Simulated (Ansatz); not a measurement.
# Mg3As: relaxing a made-up structure, part 2 of 2

This structure for Mg3As is made up. Its elements were placed in a known structure type with a cell scaled to their sizes. What cell does the guess relax to, and how far off was it?

Ansatz 0.2.0; DFT, r2SCAN, plane-wave PAW, files of the set soft_1, scalar-relativistic, no spin, cell and ions relaxed at zero pressure; PAW set soft_1 (the session's first sound run).

So far: Starting point; Relaxation of the guess. The relaxed cell has a = 5.867, c = 6.191 Å (conventional setting).

### 3. Electronic structure of the relaxed cell

With the geometry fixed, one more self-consistent run, with a narrower smearing and the mesh shown in its input, gives the bands, and its pressure, and its forces where symmetry allows any, show how far the geometry depends on these settings.

This step: DFT, r2SCAN, plane-wave PAW, files of the set soft_1, scalar-relativistic, no spin, bands and density of states at the relaxed cell; PAW set soft_1 (Ansatz 0.2.0).

File input.yaml:

```yaml
crystal:
  lattice:
    - [5.8672631686, 0.0, 0.0]
    - [-2.9336315843, 5.0811989547, 0.0]
    - [0.0, 0.0, 6.1913342296]
  atoms:
    - { symbol: As, position: [0.0, 0.0, 0.0] }
    - { symbol: As, position: [0.0, 0.0, 0.5] }
    - { symbol: Mg, position: [0.3768652123, 0.0, 0.25] }
    - { symbol: Mg, position: [0.3768652123, 0.3768652123, 0.75] }
    - { symbol: Mg, position: [0.6231347877, 0.0, 0.75] }
    - { symbol: Mg, position: [0.6231347877, 0.6231347877, 0.25] }
    - { symbol: Mg, position: [0.0, 0.3768652123, 0.25] }
    - { symbol: Mg, position: [0.0, 0.6231347877, 0.75] }
kpoints:
  mp_grid: { grid: [6, 6, 6] }
  band_path:
    path:
      - [[0.0, 0.0, 0.0], [0.5, 0.0, 0.0], [0.33333333, 0.33333333, 0.0], [0.0, 0.0, 0.0], [0.0, 0.0, 0.5], [0.5, 0.0, 0.5], [0.33333333, 0.33333333, 0.5], [0.0, 0.0, 0.5]]
      - [[0.5, 0.0, 0.5], [0.5, 0.0, 0.0]]
      - [[0.33333333, 0.33333333, 0.0], [0.33333333, 0.33333333, 0.5]]
    npoints: 8
scf:
  occupations: { method: fermi_dirac, width: 0.03 }
  n_extra_bands: 12
hamiltonian:
  xc: r2scan
  pseudopotentials: { kind: paw, azcp: { folder: soft_1 } }
output:
  forces: true
  stress: true
  write_bands: true
  dos: { projected: true }
  write_density: true
  write_potential: true
  elf: true
  volumetric_format: npy
```

Run with:

```console
ansatz run input.yaml --threads 4 --pin off --max-ram 10240MiB --backend cpu --events-out ev --progress --plain --runs-dir out
```

Numbers of over 12 decimals in the logs are rounded to 6 here.

Output:

```text
[...]
Crystal: 8 atoms, lattice volume = 184.581 Å³
Basis set: ecut = 500 eV, 4727 PW (Γ), exchange–correlation on 180×180×192 points (64 copies of the dense FFT grid, shifted against one another)
Bands: 57, of which v1, the nominal top of the filled ones, is band 45 counted from 1 (44 counted from 0)
Symmetry: 24 space group operations
[...]
k-points: 28 of 216
[...]
SCF iter   1: F=—  HF=-21288.321970 eV  |F-HF|=—  |Δ(HF+E_count)|=         —  Δρ=3.77e-2  dr2=3.96e0  dr2_τ=2.78e-3  ethr=3.10e-3  ⟨swp⟩=7.1  Hψ=6335  notcnv=0  defer=20
[...]
SCF iter  10: F=-21287.974858 eV  HF=-21287.974858 eV  |F-HF|=7.27e-9  |Δ(HF+E_count)|=   6.83e-8  Δρ=2.79e-6  dr2=2.25e-8  dr2_τ=4.51e-11  ethr=1.11e-10  ⟨swp⟩=15.6  Hψ=11758  notcnv=0
SCF 1 converged in 10 iterations: F = -21287.974858 eV  dr2 = 2.25e-8
[...]
NSCF: frozen V_eff on 75 k-points
SCF converged after 10 iterations
Free energy (F): -21287.974858 eV
[...]
Internal energy: -21287.956473 eV  (E = F + TS)
E sigma→0 (E₀):  -21287.965665 eV
Entropy (-TS):   -0.018384 eV (-2.298 meV/atom)
Fermi energy:    6.295762 eV
[...]
--- Forces (eV/Å), atoms counted from 1 ---
  atom   1  As    -0.00000000     0.00000000     0.00000000
  atom   2  As    -0.00000000    -0.00000000     0.00000000
  atom   3  Mg    -0.11476261     0.00000000     0.00000000
  atom   4  Mg    -0.05738131    -0.09938734     0.00000000
  atom   5  Mg     0.11476261    -0.00000000     0.00000000
  atom   6  Mg     0.05738131     0.09938734     0.00000000
  atom   7  Mg     0.05738131    -0.09938734     0.00000000
  atom   8  Mg    -0.05738131     0.09938734     0.00000000
  max |Σ_I F_I| component: 5.55e-17 eV/Å
--- Stress (GPa, compression-positive) ---
       -0.376664      -0.000000       0.000000
        0.000000      -0.376664       0.000000
        0.000000       0.000000       1.329014
  P = ⅓ Tr σ = 0.1919 GPa (1.919 kbar)
--- Band table (eV; the first three rows and the last of 28) ---
  k-point 0: bands = [... 41 lower, 4.5313, 5.5517, 5.7671, 5.7671, 5.9538, 6.0133, 8.8430, 8.8916, ... 8 higher]
  k-point 1: bands = [... 41 lower, 4.2502, 4.7900, 5.6598, 5.8986, 5.8986, 7.4021, 7.8850, 8.1688, ... 8 higher]
  k-point 2: bands = [... 41 lower, 3.6672, 3.9147, 5.9837, 6.0588, 6.2565, 6.2565, 7.2626, 7.5995, ... 8 higher]
  k-point 27: bands = [... 41 lower, 4.2355, 5.9067, 5.9067, 5.9067, 5.9067, 7.2544, 7.2544, 10.1996, ... 8 higher]
```

The job ended after 12 s (4 threads of Intel Xeon Platinum 8488C (Sapphire Rapids), shared host; peak memory 1.3 GiB).

Reading the cycles: dr2 is the Hartree energy of the density residual (eV), the measure of convergence; HF is the Harris–Foulkes estimate of the energy, which meets the free energy F at convergence.

This step gave:

* free energy: -21287.9749 eV
* energy at zero smearing: -21287.9657 eV
* smearing term TS: 0.01838 eV
* Fermi energy: 6.296 eV
* pressure: 0.1919 GPa

bands.tsv at the labelled points (eV, zero at the Fermi level; the bands that come nearest the Fermi level along the path):

| point | band 42 | band 43 | band 44 | band 45 | band 46 | band 47 | band 48 | band 49 |
| --- | --- | --- | --- | --- | --- | --- | --- | --- |
| Γ | -1.76 | -0.74 | -0.53 | -0.53 | -0.34 | -0.28 | 2.55 | 2.60 |
| M | -1.99 | -1.20 | -0.32 | 0.72 | 0.86 | 1.56 | 1.98 | 2.07 |
| K | -1.23 | -1.23 | -0.63 | -0.63 | -0.10 | 2.29 | 2.29 | 2.64 |
| Γ | -1.76 | -0.74 | -0.53 | -0.53 | -0.34 | -0.28 | 2.55 | 2.60 |
| A | -3.22 | -1.96 | -1.96 | 0.22 | 0.22 | 0.53 | 0.53 | 0.53 |
| L | -2.42 | -1.85 | -1.85 | 0.28 | 0.28 | 2.47 | 2.47 | 3.34 |
| H | -2.06 | -0.39 | -0.39 | -0.39 | -0.39 | 0.96 | 0.96 | 3.90 |
| A | -3.22 | -1.96 | -1.96 | 0.22 | 0.22 | 0.53 | 0.53 | 0.53 |
| L | -2.42 | -1.85 | -1.85 | 0.28 | 0.28 | 2.47 | 2.47 | 3.34 |
| M | -1.99 | -1.20 | -0.32 | 0.72 | 0.86 | 1.56 | 1.98 | 2.07 |
| K | -1.23 | -1.23 | -0.63 | -0.63 | -0.10 | 2.29 | 2.29 | 2.64 |
| H | -2.06 | -0.39 | -0.39 | -0.39 | -0.39 | 0.96 | 0.96 | 3.90 |

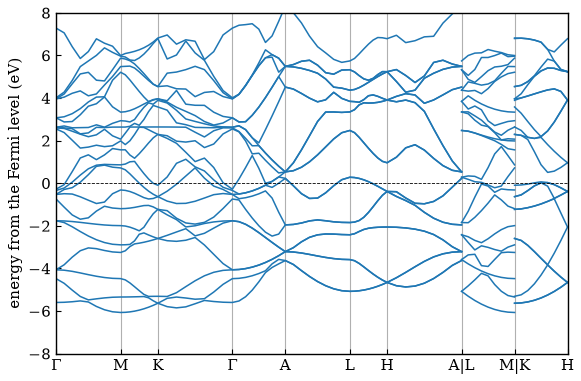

Bands along the path. 36 bands lie wholly below the window drawn.

States per cell as run, both spins, in windows of 1 eV, from dos.tsv (zero at the Fermi level):

| from | to | total |
| --- | --- | --- |
| -8 | -7 | 0.00 |
| -7 | -6 | 0.01 |
| -6 | -5 | 2.32 |
| -5 | -4 | 3.23 |
| -4 | -3 | 2.57 |
| -3 | -2 | 3.56 |
| -2 | -1 | 2.34 |
| -1 | 0 | 3.92 |
| 0 | 1 | 2.18 |
| 1 | 2 | 3.73 |
| 2 | 3 | 3.74 |
| 3 | 4 | 4.12 |
| 4 | 5 | 4.25 |

A further 72.0 states lie below the table's range.

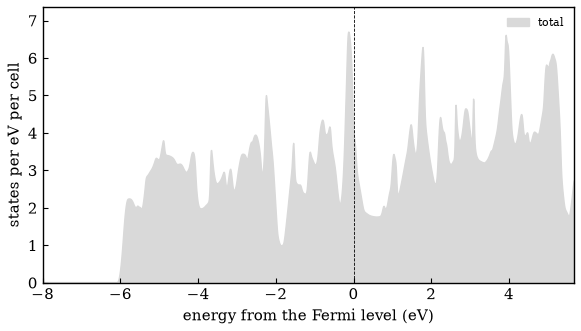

Total density of states, smoothed over about 0.04 eV.

Force by atom:

```
atom  x (eV/Å)  y (eV/Å)  z (eV/Å)   size
 As1     0.000     0.000     0.000  0.000
 As2     0.000     0.000     0.000  0.000
 Mg3    -0.115     0.000     0.000  0.115
 Mg4    -0.057    -0.099     0.000  0.115
 Mg5     0.115     0.000     0.000  0.115
 Mg6     0.057     0.099     0.000  0.115
 Mg7     0.057    -0.099     0.000  0.115
 Mg8    -0.057     0.099     0.000  0.115
```

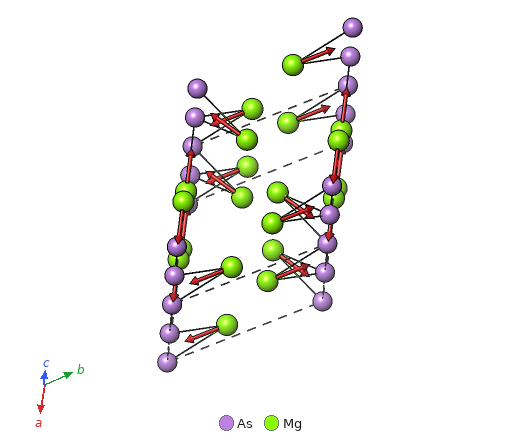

Force as arrows, the longest 0.115 eV/Å. 1×1×2 cells are drawn. Some periodic images of atoms are drawn too.

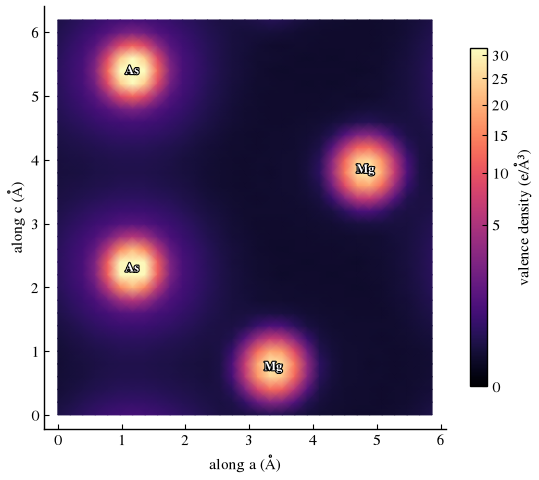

Valence density in the ac plane at fractional y = 0.000, with atoms of As and Mg within 0.2 Å of it. It is the smooth field of the valence electrons, not physical close to the nuclei. The map starts off the cell's origin, so that atoms lie inside it. The colour scale is stretched toward low values.

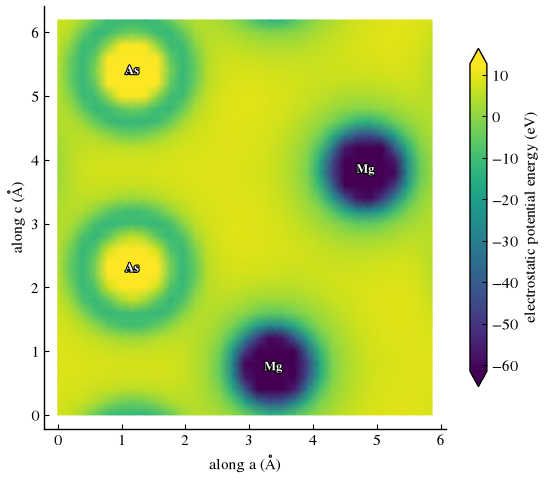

Electrostatic potential energy in the ac plane at fractional y = 0.000, with atoms of As and Mg within 0.2 Å of it. With pseudopotentials it is smooth inside the atoms' cores, unlike the true potential. The map starts off the cell's origin, so that atoms lie inside it.

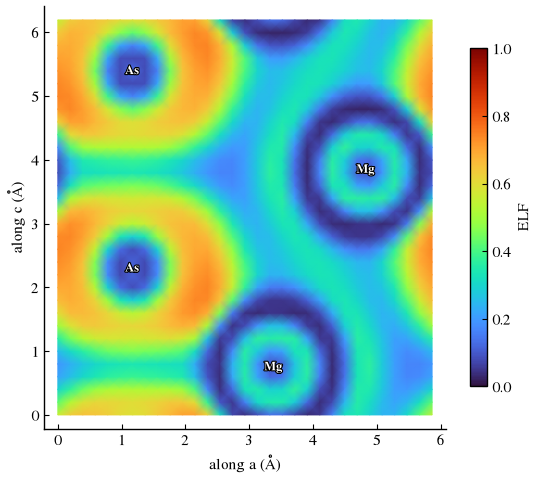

ELF in the ac plane at fractional y = 0.000, with atoms of As and Mg within 0.2 Å of it. It is the smooth field of the valence electrons, not physical close to the nuclei. The map starts off the cell's origin, so that atoms lie inside it.

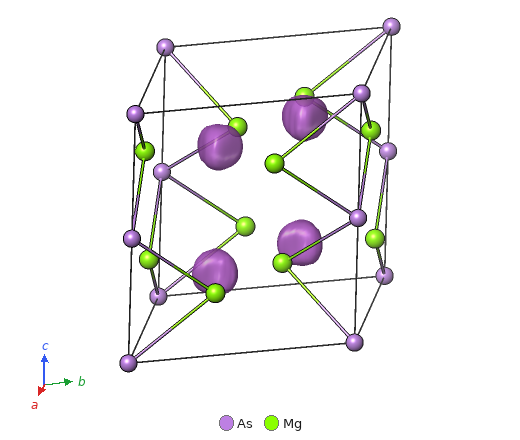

Surface of ELF = 0.82.

### 4. What came out

```yaml
space_group_relaxed: P6_3/mcm
conventional_cell: a = 5.867, b = 5.867, c = 6.191 Å; α = 90.0°, β = 90.0°, γ = 120.0°
volume_per_atom: 23.07 Å³ (guess 23.72)
```

What this shows: Mg3As relaxes to P6_3/mcm with a = 5.867, b = 5.867 and c = 6.191 Å. The guessed volume was 3 % too large. The space group P6_3/mcm was held in the relaxation, so the end point is a stationary structure within it and may be a saddle against distortions or other arrangements. Bands cross the Fermi level, so it is a metal or semimetal at this level. On the 6×6×6 mesh with the narrower smearing (relaxed on 5×5×5) the largest force component is 0.115 eV/Å and the largest stress component is 1.329 GPa, against the relaxation's thresholds of 0.015 eV/Å and 0.05 GPa. The cutoff wasn't tested. A vector of the cell changed its length by 9 %, more than the volume shows. No dispersion term is used, so weakly bound directions may come out too long. Nothing here tests whether the compound is stable against decomposition.

[Logs are printed without paths, hosts, clocks, repeated set-up lines and the standing remarks that a program may print on its own settings, such as how far it seeks lower states.]

[Hosts, paths, dates, database ids (printed as entryN), source tags and the programs' standing remarks are cut or masked in the printed files.]
